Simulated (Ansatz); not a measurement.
# C3H10FNSi: two geometries relaxed

Are the two ends of the inversion of the pyramid at N5 separate minima, and which lies lower? Each is relaxed from a guess. SMILES of the start: C[SiH](C)C(N)F.

Method: RKS PBE-D4/def2-SVP, in Ansatz 0.2.0.

## Step 1: The starting structure

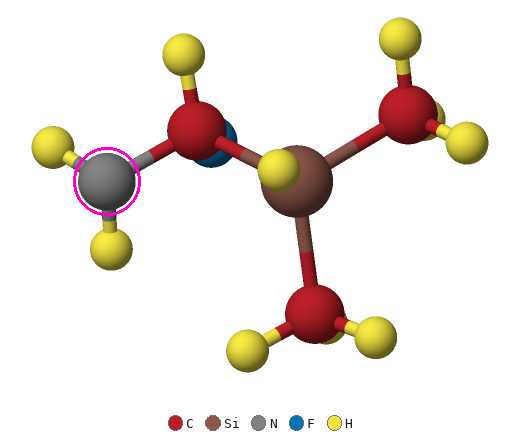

Start, viewed from a chosen angle; carbon red, silicon brown, nitrogen grey, fluorine blue, hydrogen yellow. Ringed: N5.

Structure file:

```xyz
16

C     0.4977   -1.8134    0.0590
Si    0.6336    0.0837   -0.0211
C     0.9764    0.6268   -1.7827
C    -0.8231    0.9557    0.6034
N    -1.2457    0.5407    1.9434
F    -1.9519    0.6067   -0.1725
H    -0.3798   -2.0931   -0.5472
H     1.3825   -2.2464   -0.3487
H     0.2993   -2.0927    1.1173
H     1.8167    0.4588    0.8384
H     1.9069    0.1409   -2.1190
H     1.1774    1.7160   -1.8011
H     0.1365    0.3911   -2.4559
H    -0.8106    2.0434    0.5683
H    -1.5555   -0.4399    1.9309
H    -2.0831    1.0991    2.2317
```

## Step 2: Relaxing end A

input.yaml reads:

```yaml
crystal:
  periodic: [false, false, false]
  atoms:
    - { symbol: C, position_ang: [0.4977, -1.8134, 0.059] }
    - { symbol: Si, position_ang: [0.6336, 0.0837, -0.0211] }
    - { symbol: C, position_ang: [0.9764, 0.6268, -1.7827] }
    - { symbol: C, position_ang: [-0.8231, 0.9557, 0.6034] }
    - { symbol: "N", position_ang: [-1.2457, 0.5407, 1.9434] }
    - { symbol: F, position_ang: [-1.9519, 0.6067, -0.1725] }
    - { symbol: H, position_ang: [-0.3798, -2.0931, -0.5472] }
    - { symbol: H, position_ang: [1.3825, -2.2464, -0.3487] }
    - { symbol: H, position_ang: [0.2993, -2.0927, 1.1173] }
    - { symbol: H, position_ang: [1.8167, 0.4588, 0.8384] }
    - { symbol: H, position_ang: [1.9069, 0.1409, -2.119] }
    - { symbol: H, position_ang: [1.1774, 1.716, -1.8011] }
    - { symbol: H, position_ang: [0.1365, 0.3911, -2.4559] }
    - { symbol: H, position_ang: [-0.8106, 2.0434, 0.5683] }
    - { symbol: H, position_ang: [-1.5555, -0.4399, 1.9309] }
    - { symbol: H, position_ang: [-2.0831, 1.0991, 2.2317] }
basis:
  gaussian: { orbitals: def2-SVP }
hamiltonian:
  xc: pbe
  dispersion: d4
relax:
  f_tol: 0.015
  max_steps: 40
```

On the command line:

```
$ ansatz run input.yaml --threads 2 --pin off --max-ram 3072MiB --backend cpu --events-out ev --progress --plain --runs-dir out
```

Standard output, shortened:

```text
Warning: RAYON_NUM_THREADS=2 ignored (pool sized by the plan → 2); use --threads N
[...]
Functional definition: PBE
[...]
1570 factors; their error is unknown
[...]
mean field -15337.45871715 eV, -563.6412117523 hartree, gradient 6.3e-5 eV, S^2 0.000000; 0 other end points of the search recorded, 0 dependent functions left out
[...]
reference -15337.45875706 eV, -563.6412132189 hartree; 29, 29 occupied and 109, 109 virtual orbitals, 1570 factors
relax step   1: F+E_penalty+E_count = -15337.79678561 eV  Δ(F+E_penalty+E_count) = +0.000e0 eV  max|allowed force component| = 3.347e0 eV/Å  Δτ_max = 0.0000 Å  (29 SCF iters, accepted)
[...]
relax step   6: F+E_penalty+E_count = -15338.31625904 eV  Δ(F+E_penalty+E_count) = -1.573e-3 eV  max|allowed force component| = 5.065e-2 eV/Å  Δτ_max = 0.0185 Å  (31 SCF iters, accepted)
[...]
relax step   7: F+E_penalty+E_count = -15338.31663200 eV  Δ(F+E_penalty+E_count) = -3.730e-4 eV  max|allowed force component| = 1.210e-2 eV/Å  Δτ_max = 0.0133 Å  (31 SCF iters, accepted)
1570 factors; their error is unknown
[...]
mean field -15337.97851741 eV, -563.6603140594 hartree, gradient 2.6e-5 eV, S^2 0.000000; 1 other end points of the search recorded, 0 dependent functions left out
[...]
reference -15337.97855795 eV, -563.6603155493 hartree; 29, 29 occupied and 109, 109 virtual orbitals, 1570 factors
Total energy: -15338.31667254 eV, -563.6727410314 hartree
Atom 0 at     0.448767    -1.765371     0.111149 Å, force     0.002245    -0.004963     0.001709 eV/Å
Atom 1 at     0.714214     0.103486    -0.003205 Å, force    -0.005576     0.010164    -0.001367 eV/Å
Atom 2 at     1.005859     0.642394    -1.786680 Å, force     0.008134    -0.000707    -0.004425 eV/Å
Atom 3 at    -0.892314     0.956021     0.624476 Å, force     0.006096    -0.012096     0.005757 eV/Å
Atom 4 at    -1.293662     0.516602     1.902362 Å, force    -0.002955     0.009754    -0.006516 eV/Å
Atom 5 at    -1.869796     0.678902    -0.414604 Å, force    -0.004848     0.001087     0.001414 eV/Å
Atom 6 at    -0.473657    -2.049028    -0.435902 Å, force     0.000304     0.001513    -0.000125 eV/Å
Atom 7 at     1.298874    -2.316911    -0.339750 Å, force    -0.003447     0.003517     0.000166 eV/Å
Atom 8 at     0.352640    -2.108637     1.161774 Å, force     0.000223     0.000355     0.000901 eV/Å
Atom 9 at     1.869446     0.521873     0.872475 Å, force     0.000579    -0.000328    -0.001946 eV/Å
Atom 10 at     1.876014     0.119824    -2.233532 Å, force    -0.004109     0.001488    -0.001729 eV/Å
Atom 11 at     1.194801     1.733636    -1.848937 Å, force     0.002683    -0.002649     0.000405 eV/Å
Atom 12 at     0.105945     0.418149    -2.394094 Å, force     0.000297     0.000818     0.006768 eV/Å
Atom 13 at    -0.796348     2.065217     0.634434 Å, force    -0.000934    -0.003525     0.000741 eV/Å
Atom 14 at    -1.406728    -0.501179     1.958417 Å, force     0.001703    -0.007846    -0.001326 eV/Å
Atom 15 at    -2.156756     0.962422     2.235818 Å, force    -0.000395     0.003419    -0.000427 eV/Å
Dipole moment:    -0.035312    -0.099576     0.131826 e Å
```

Wall time 26 s (2 threads of Intel Xeon 6975P-C (Granite Rapids), shared host); peak memory 0.21 GiB.

The steps of the relaxation:

```tsv
step	energy from step 1 (eV)	largest force component (eV/Å)
1	0.0000	3.3475
2	-0.4362	1.1312
3	-0.5017	0.6083
4x	-0.4896	0.6342
5	-0.5179	0.2223
6	-0.5195	0.0507
7	-0.5198	0.0121
```

Step 1 is the start. 1 step was tried and not accepted (marked x).

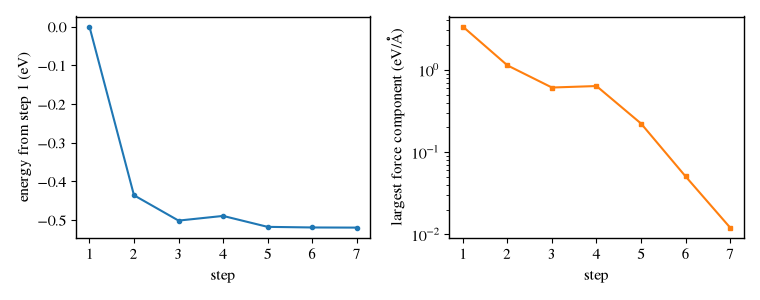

Energy and largest force along the relaxation.

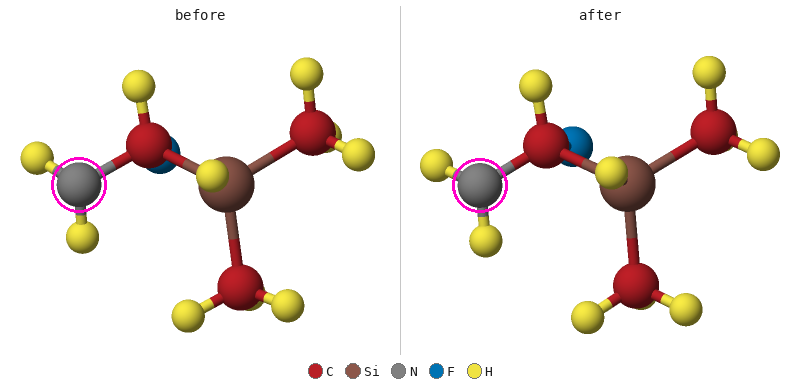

Before and after, at one scale.

After: Bond lengths (14 of 15 bonds, heavy atoms first): C1–Si2 1.891 Å, Si2–C3 1.886 Å, Si2–C4 1.924 Å, C4–N5 1.410 Å, C4–F6 1.453 Å, C1–H7 1.109 Å, C1–H8 1.109 Å, C1–H9 1.109 Å, Si2–H10 1.509 Å, C3–H11 1.109 Å, C3–H12 1.109 Å, C3–H13 1.109 Å, C4–H14 1.113 Å, N5–H15 1.026 Å. Angles (14 of 27 angles, heavy atoms first): C1–Si2–C3 111.2°, C1–Si2–C4 107.5°, C3–Si2–C4 108.1°, Si2–C4–N5 113.3°, Si2–C4–F6 104.1°, N5–C4–F6 113.4°, C1–Si2–H10 110.3°, C3–Si2–H10 110.6°, C4–Si2–H10 109.1°, Si2–C1–H7 109.9°, Si2–C1–H8 111.1°, Si2–C1–H9 112.0°, Si2–C3–H11 111.6°, Si2–C3–H12 111.1°.

## Step 3: End point B

The second end starts from a geometry with the move made by hand.

input.yaml: that of step 2 with these lines changed.

```diff
@@ -17,4 +17,4 @@
     - { symbol: H, position_ang: [-0.8106, 2.0434, 0.5683] }
-    - { symbol: H, position_ang: [-1.5555, -0.4399, 1.9309] }
-    - { symbol: H, position_ang: [-2.0831, 1.0991, 2.2317] }
+    - { symbol: H, position_ang: [-0.65008, -0.226, 2.28269] }
+    - { symbol: H, position_ang: [-1.09955, 1.33146, 2.61385] }
 basis:
@@ -27 +27,3 @@
   max_steps: 40
+output:
+  orbitals: {}
```

On the command line:

```
$ ansatz run input.yaml --threads 2 --pin off --max-ram 3072MiB --backend cpu --events-out ev --progress --plain --runs-dir out
```

Standard output:

```text
Warning: RAYON_NUM_THREADS=2 ignored (pool sized by the plan → 2); use --threads N
The last accepted step is kept in <dir> (removed where the run ends without a failure and the disk answers)
Engine: ansatz 0.2.0, x86_64-unknown-linux-gnu
Functional definition: PBE
  parameter kappa = 0.804
  parameter beta = 0.06672455060314922
  exchange = pbe_x(kappa = kappa, mu = beta*pi^2/3)
  correlation = pbe_c(beta = beta)
1570 factors; their error is unknown
mean field evaluation 1: about -15320.4649 eV, gradient 8.5e1 eV
mean field evaluation 2: about -15296.6586 eV, gradient 1.2e2 eV
mean field evaluation 4: about -15337.2573 eV, gradient 8.9e0 eV
mean field evaluation 8: about -15337.4307 eV, gradient 2.9e-1 eV
mean field evaluation 16: about -15337.3371 eV, gradient 4.7e-4 eV
mean field -15337.33709866 eV, -563.6367423552 hartree, gradient 2.0e-5 eV, S^2 0.000000; 0 other end points of the search recorded, 0 dependent functions left out
the calculation of the forces begins
reference -15337.33713775 eV, -563.6367437916 hartree; 29, 29 occupied and 109, 109 virtual orbitals, 1570 factors
relax step   1: F+E_penalty+E_count = -15337.67695400 eV  Δ(F+E_penalty+E_count) = +0.000e0 eV  max|allowed force component| = 3.074e0 eV/Å  Δτ_max = 0.0000 Å  (30 SCF iters, accepted)
these checks for a lower state are left out or cut short: starts, cluster_reference, orbital_swaps, neighbouring_geometries, increment
1570 factors; their error is unknown
mean field -15337.68616783 eV, -563.6495704105 hartree, gradient 1.1e-5 eV, S^2 0.000000; 0 other end points of the search recorded, 0 dependent functions left out
the calculation of the forces begins
reference -15337.68620746 eV, -563.6495718670 hartree; 29, 29 occupied and 109, 109 virtual orbitals, 1570 factors
relax step   2: F+E_penalty+E_count = -15338.02420921 eV  Δ(F+E_penalty+E_count) = -3.473e-1 eV  max|allowed force component| = 1.233e0 eV/Å  Δτ_max = 0.1057 Å  (30 SCF iters, accepted)
these checks for a lower state are left out or cut short: starts, cluster_reference, orbital_swaps, neighbouring_geometries, increment
1570 factors; their error is unknown
mean field evaluation 32: about -15337.7562 eV, gradient 1.9e-3 eV
mean field -15337.75618832 eV, -563.6521436164 hartree, gradient 2.2e-5 eV, S^2 0.000000; 0 other end points of the search recorded, 0 dependent functions left out
the calculation of the forces begins
reference -15337.75622807 eV, -563.6521450768 hartree; 29, 29 occupied and 109, 109 virtual orbitals, 1570 factors
relax step   3: F+E_penalty+E_count = -15338.09277512 eV  Δ(F+E_penalty+E_count) = -6.857e-2 eV  max|allowed force component| = 4.181e-1 eV/Å  Δτ_max = 0.0570 Å  (30 SCF iters, accepted)
these checks for a lower state are left out or cut short: starts, cluster_reference, orbital_swaps, neighbouring_geometries, increment
1570 factors; their error is unknown
mean field -15337.76324368 eV, -563.6524028959 hartree, gradient 2.5e-5 eV, S^2 0.000000; 0 other end points of the search recorded, 0 dependent functions left out
the calculation of the forces begins
reference -15337.76328331 eV, -563.6524043521 hartree; 29, 29 occupied and 109, 109 virtual orbitals, 1570 factors
relax step   4: F+E_penalty+E_count = -15338.09878558 eV  Δ(F+E_penalty+E_count) = -6.010e-3 eV  max|allowed force component| = 4.910e-1 eV/Å  Δτ_max = 0.0720 Å  (29 SCF iters, accepted)
these checks for a lower state are left out or cut short: starts, cluster_reference, orbital_swaps, neighbouring_geometries, increment
1570 factors; their error is unknown
mean field -15337.78324113 eV, -563.6531377887 hartree, gradient 2.0e-5 eV, S^2 0.000000; 0 other end points of the search recorded, 0 dependent functions left out
the calculation of the forces begins
reference -15337.78328096 eV, -563.6531392525 hartree; 29, 29 occupied and 109, 109 virtual orbitals, 1570 factors
relax step   5: F+E_penalty+E_count = -15338.11962062 eV  Δ(F+E_penalty+E_count) = -2.084e-2 eV  max|allowed force component| = 1.750e-1 eV/Å  Δτ_max = 0.0650 Å  (30 SCF iters, accepted)
these checks for a lower state are left out or cut short: starts, cluster_reference, orbital_swaps, neighbouring_geometries, increment
1570 factors; their error is unknown
mean field -15337.80266170 eV, -563.6538514814 hartree, gradient 8.9e-6 eV, S^2 0.000000; 0 other end points of the search recorded, 0 dependent functions left out
the calculation of the forces begins
reference -15337.80270147 eV, -563.6538529430 hartree; 29, 29 occupied and 109, 109 virtual orbitals, 1570 factors
relax step   6: F+E_penalty+E_count = -15338.14041577 eV  Δ(F+E_penalty+E_count) = -2.080e-2 eV  max|allowed force component| = 3.285e-1 eV/Å  Δτ_max = 0.2000 Å  (29 SCF iters, accepted)
these checks for a lower state are left out or cut short: starts, cluster_reference, orbital_swaps, neighbouring_geometries, increment
1570 factors; their error is unknown
mean field -15337.83300473 eV, -563.6549665673 hartree, gradient 1.0e-5 eV, S^2 0.000000; 0 other end points of the search recorded, 0 dependent functions left out
the calculation of the forces begins
reference -15337.83304491 eV, -563.6549680438 hartree; 29, 29 occupied and 109, 109 virtual orbitals, 1570 factors
relax step   7: F+E_penalty+E_count = -15338.17111652 eV  Δ(F+E_penalty+E_count) = -3.070e-2 eV  max|allowed force component| = 9.674e-1 eV/Å  Δτ_max = 0.1999 Å  (29 SCF iters, accepted)
these checks for a lower state are left out or cut short: starts, cluster_reference, orbital_swaps, neighbouring_geometries, increment
1570 factors; their error is unknown
mean field evaluation 64: about -15338.0422 eV, gradient 7.1e-1 eV
mean field -15337.94553201 eV, -563.6591018687 hartree, gradient 2.1e-5 eV, S^2 0.000000; 0 other end points of the search recorded, 0 dependent functions left out
the calculation of the forces begins
reference -15337.94557198 eV, -563.6591033374 hartree; 29, 29 occupied and 109, 109 virtual orbitals, 1570 factors
relax step   8: F+E_penalty+E_count = -15338.28467887 eV  Δ(F+E_penalty+E_count) = -1.136e-1 eV  max|allowed force component| = 5.959e-1 eV/Å  Δτ_max = 0.2000 Å  (35 SCF iters, accepted)
these checks for a lower state are left out or cut short: starts, cluster_reference, orbital_swaps, neighbouring_geometries, increment
1570 factors; their error is unknown
mean field -15337.96954107 eV, -563.6599841853 hartree, gradient 2.0e-5 eV, S^2 0.000000; 0 other end points of the search recorded, 0 dependent functions left out
the calculation of the forces begins
reference -15337.96958131 eV, -563.6599856640 hartree; 29, 29 occupied and 109, 109 virtual orbitals, 1570 factors
relax step   9: F+E_penalty+E_count = -15338.30751417 eV  Δ(F+E_penalty+E_count) = -2.284e-2 eV  max|allowed force component| = 2.977e-1 eV/Å  Δτ_max = 0.0896 Å  (30 SCF iters, accepted)
these checks for a lower state are left out or cut short: starts, cluster_reference, orbital_swaps, neighbouring_geometries, increment
1570 factors; their error is unknown
mean field -15337.97642733 eV, -563.6602372506 hartree, gradient 2.1e-5 eV, S^2 0.000000; 0 other end points of the search recorded, 0 dependent functions left out
the calculation of the forces begins
reference -15337.97646764 eV, -563.6602387319 hartree; 29, 29 occupied and 109, 109 virtual orbitals, 1570 factors
relax step  10: F+E_penalty+E_count = -15338.31421190 eV  Δ(F+E_penalty+E_count) = -6.698e-3 eV  max|allowed force component| = 1.092e-1 eV/Å  Δτ_max = 0.0234 Å  (30 SCF iters, accepted)
these checks for a lower state are left out or cut short: starts, cluster_reference, orbital_swaps, neighbouring_geometries, increment
1570 factors; their error is unknown
mean field -15337.97719967 eV, -563.6602656335 hartree, gradient 2.1e-5 eV, S^2 0.000000; 0 other end points of the search recorded, 0 dependent functions left out
the calculation of the forces begins
reference -15337.97724013 eV, -563.6602671204 hartree; 29, 29 occupied and 109, 109 virtual orbitals, 1570 factors
relax step  11: F+E_penalty+E_count = -15338.31531915 eV  Δ(F+E_penalty+E_count) = -1.107e-3 eV  max|allowed force component| = 7.673e-2 eV/Å  Δτ_max = 0.0571 Å  (30 SCF iters, accepted)
these checks for a lower state are left out or cut short: starts, cluster_reference, orbital_swaps, neighbouring_geometries, increment
1570 factors; their error is unknown
mean field evaluation 96: about -15337.9783 eV, gradient 1.8e-3 eV
mean field -15337.97828517 eV, -563.6603055250 hartree, gradient 2.1e-5 eV, S^2 0.000000; 0 other end points of the search recorded, 0 dependent functions left out
the calculation of the forces begins
reference -15337.97832564 eV, -563.6603070121 hartree; 29, 29 occupied and 109, 109 virtual orbitals, 1570 factors
relax step  12: F+E_penalty+E_count = -15338.31634694 eV  Δ(F+E_penalty+E_count) = -1.028e-3 eV  max|allowed force component| = 3.798e-2 eV/Å  Δτ_max = 0.0132 Å  (32 SCF iters, accepted)
these checks for a lower state are left out or cut short: starts, cluster_reference, orbital_swaps, neighbouring_geometries, increment
1570 factors; their error is unknown
mean field -15337.97855725 eV, -563.6603155238 hartree, gradient 2.1e-5 eV, S^2 0.000000; 0 other end points of the search recorded, 0 dependent functions left out
the calculation of the forces begins
reference -15337.97859776 eV, -563.6603170124 hartree; 29, 29 occupied and 109, 109 virtual orbitals, 1570 factors
relax step  13: F+E_penalty+E_count = -15338.31660987 eV  Δ(F+E_penalty+E_count) = -2.629e-4 eV  max|allowed force component| = 2.851e-2 eV/Å  Δτ_max = 0.0295 Å  (31 SCF iters, accepted)
these checks for a lower state are left out or cut short: starts, cluster_reference, orbital_swaps, neighbouring_geometries, increment
1570 factors; their error is unknown
mean field -15337.97854438 eV, -563.6603150506 hartree, gradient 2.1e-5 eV, S^2 0.000000; 0 other end points of the search recorded, 0 dependent functions left out
the calculation of the forces begins
reference -15337.97858488 eV, -563.6603165390 hartree; 29, 29 occupied and 109, 109 virtual orbitals, 1570 factors
relax step  14: F+E_penalty+E_count = -15338.31670782 eV  Δ(F+E_penalty+E_count) = -9.795e-5 eV  max|allowed force component| = 1.279e-2 eV/Å  Δτ_max = 0.0166 Å  (31 SCF iters, accepted)
1570 factors; their error is unknown
mean field evaluation 128: about -15337.9785 eV, gradient 1.2e-3 eV
mean field -15337.97854438 eV, -563.6603150506 hartree, gradient 2.6e-5 eV, S^2 0.000000; 1 other end points of the search recorded, 0 dependent functions left out
the calculation of the forces begins
reference -15337.97858488 eV, -563.6603165390 hartree; 29, 29 occupied and 109, 109 virtual orbitals, 1570 factors
Total energy: -15338.31674832 eV, -563.6727438163 hartree
Atom 0 at     0.533089    -1.745943     0.141670 Å, force     0.006587     0.000310    -0.000620 eV/Å
Atom 1 at     0.831916     0.113830    -0.029132 Å, force    -0.003566    -0.010578     0.000026 eV/Å
Atom 2 at     0.958339     0.620323    -1.841261 Å, force     0.003288     0.002771     0.000694 eV/Å
Atom 3 at    -0.686241     1.012478     0.737814 Å, force     0.000419    -0.003365     0.007945 eV/Å
Atom 4 at    -0.968890     0.606202     2.057721 Å, force    -0.000388     0.001825    -0.012792 eV/Å
Atom 5 at    -1.767772     0.738413    -0.194226 Å, force     0.003394     0.001843     0.004244 eV/Å
Atom 6 at    -0.446901    -2.012539    -0.304460 Å, force    -0.000209     0.001622    -0.000686 eV/Å
Atom 7 at     1.319286    -2.324819    -0.384475 Å, force    -0.002708    -0.000859     0.000919 eV/Å
Atom 8 at     0.536124    -2.072419     1.201987 Å, force     0.000106    -0.000138     0.000513 eV/Å
Atom 9 at     2.078024     0.513198     0.722256 Å, force    -0.004320     0.002049    -0.001981 eV/Å
Atom 10 at     1.748621     0.051190    -2.371469 Å, force     0.000024    -0.000588     0.000237 eV/Å
Atom 11 at     1.191868     1.700152    -1.939256 Å, force     0.000084     0.000333    -0.002349 eV/Å
Atom 12 at    -0.012049     0.434691    -2.344058 Å, force    -0.000054    -0.000139     0.001921 eV/Å
Atom 13 at    -0.567214     2.119060     0.715441 Å, force    -0.003489     0.003159     0.000613 eV/Å
Atom 14 at    -1.095775    -0.407936     2.146062 Å, force    -0.000620     0.005186    -0.001112 eV/Å
Atom 15 at    -1.786154     1.077779     2.463525 Å, force     0.001451    -0.003431     0.002428 eV/Å
Dipole moment:    -0.024026    -0.094431     0.136599 e Å
```

Run time: 48 s. Hardware: 2 threads of Intel Xeon 6975P-C (Granite Rapids), shared host; peak memory 0.21 GiB.

Relaxation path:

```tsv
step	energy from step 1 (eV)	largest force component (eV/Å)
1	0.0000	3.0740
2	-0.3473	1.2328
3	-0.4158	0.4181
4	-0.4218	0.4910
5	-0.4427	0.1750
6	-0.4635	0.3285
7	-0.4942	0.9674
8	-0.6077	0.5959
9	-0.6306	0.2977
10	-0.6373	0.1092
11	-0.6384	0.0767
12	-0.6394	0.0380
13	-0.6397	0.0285
14	-0.6398	0.0128
```

Step 1 is the start.

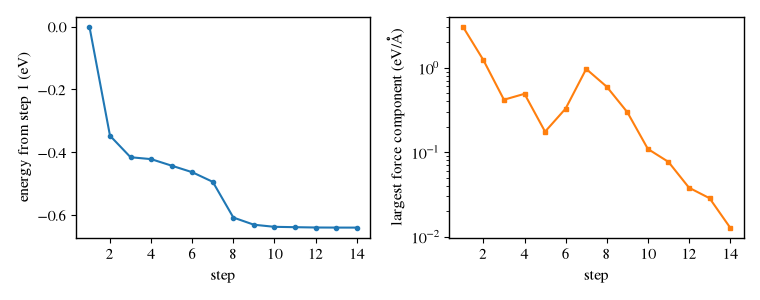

Energy and largest force along the relaxation.

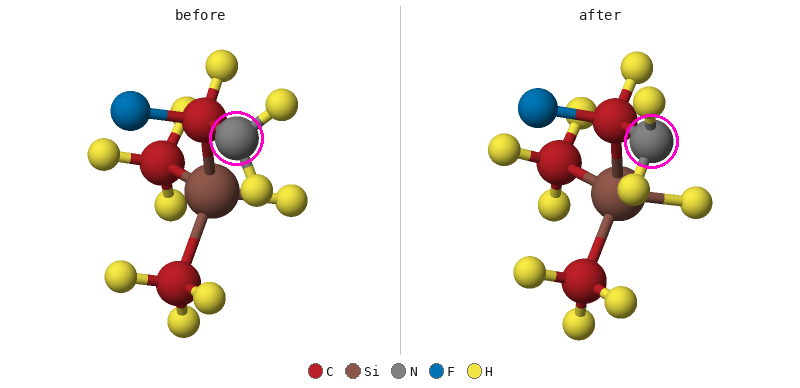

The structure before (left) and after (right), drawn at the same scale.

After: Bond lengths (14 of 15 bonds, heavy atoms first): C1–Si2 1.891 Å, Si2–C3 1.886 Å, Si2–C4 1.924 Å, C4–N5 1.410 Å, C4–F6 1.454 Å, C1–H7 1.109 Å, C1–H8 1.109 Å, C1–H9 1.109 Å, Si2–H10 1.509 Å, C3–H11 1.109 Å, C3–H12 1.109 Å, C3–H13 1.109 Å, C4–H14 1.113 Å, N5–H15 1.026 Å. Angles (14 of 27 angles, heavy atoms first): C1–Si2–C3 111.2°, C1–Si2–C4 107.4°, C3–Si2–C4 108.1°, Si2–C4–N5 113.4°, Si2–C4–F6 104.1°, N5–C4–F6 113.4°, C1–Si2–H10 110.2°, C3–Si2–H10 110.6°, C4–Si2–H10 109.2°, Si2–C1–H7 109.9°, Si2–C1–H8 111.0°, Si2–C1–H9 112.0°, Si2–C3–H11 111.7°, Si2–C3–H12 111.1°.

## Step 4: Outcome

| quantity | value |
| --- | --- |
| end A | 5 moves, 0.520 eV lower |
| end B | 13 moves, 0.640 eV lower |
| largest difference between the ends | 0.03 Å |
| end B relative to end A | -0.000 eV |

The two relaxations end at one structure, within 0.03 Å: no second minimum was found from this start, which doesn't rule one out.
